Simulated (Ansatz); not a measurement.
C3H9CuFP (SMILES C[P+](C)(C)[Cu-][F])

Input file:

```
crystal:
  periodic: [false, false, false]
  atoms:
    - {symbol: C, position_ang: [-0.650017, -0.577642, 1.474207]}
    - {symbol: P, position_ang: [-0.045582, 0.303955, 0.001008]}
    - {symbol: C, position_ang: [1.693828, -0.220795, -0.108270]}
    - {symbol: C, position_ang: [-0.834357, -0.596152, -1.370301]}
    - {symbol: Cu, position_ang: [-0.363591, 2.421493, 0.007653]}
    - {symbol: F, position_ang: [-0.627140, 4.175255, 0.013034]}
    - {symbol: H, position_ang: [-0.454160, -1.650194, 1.401515]}
    - {symbol: H, position_ang: [-1.723293, -0.413552, 1.581070]}
    - {symbol: H, position_ang: [-0.157341, -0.180585, 2.362958]}
    - {symbol: H, position_ang: [2.135965, 0.174737, -1.023874]}
    - {symbol: H, position_ang: [1.779213, -1.310163, -0.107370]}
    - {symbol: H, position_ang: [2.249744, 0.185115, 0.738170]}
    - {symbol: H, position_ang: [-0.460339, -0.211516, -2.320266]}
    - {symbol: H, position_ang: [-0.630405, -1.667925, -1.309274]}
    - {symbol: H, position_ang: [-1.912516, -0.432031, -1.340259]}
basis:
  gaussian: {orbitals: def2-TZVPP}
hamiltonian: {xc: pbe0, dispersion: d4}
output: {orbitals: {seedname: orbitals}}
```

Run with:

```sh
ansatz run in.yaml --threads 2 --pin off --events-out ev --progress --plain --max-ram 20480MiB --backend cuda --devices 0, --max-vram 18GiB
```

Geometry: PBE0-D4/def2-TZVP.

Computed with RKS PBE0-D4/def2-TZVPP (Ansatz 0.2.0).

What will maps of the electron density and electron localisation function show?

Answer. Cu–F (1.77 Å): ρ at the midpoint is about 0.81 e/Å³; the ELF peaks at about 0.85 in the valence shell of F, 0.6 Å from its nucleus, and is about 0.15 at the midpoint.
C–P (1.82 Å): ρ is about 1.2 e/Å³ halfway; the ELF peaks at about 0.95 between the atoms, as expected for a shared electron pair.
Cu–P (2.14 Å): ρ at the midpoint is about 0.73 e/Å³; the ELF peaks at about 0.90 between the atoms.
C–H (1.09 Å): ρ is about 2 e/Å³ halfway; the ELF climbs to about 1 towards the hydrogen, as it does in any bond to H: an ordinary covalent bond to hydrogen.

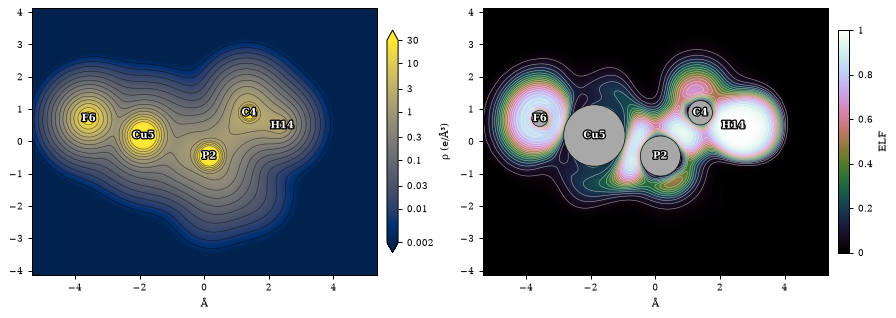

Computed electron density and electron localisation function on the plane of atoms P2, C4 and H14, in this order. Grey discs cover the atomic cores in the ELF map. 
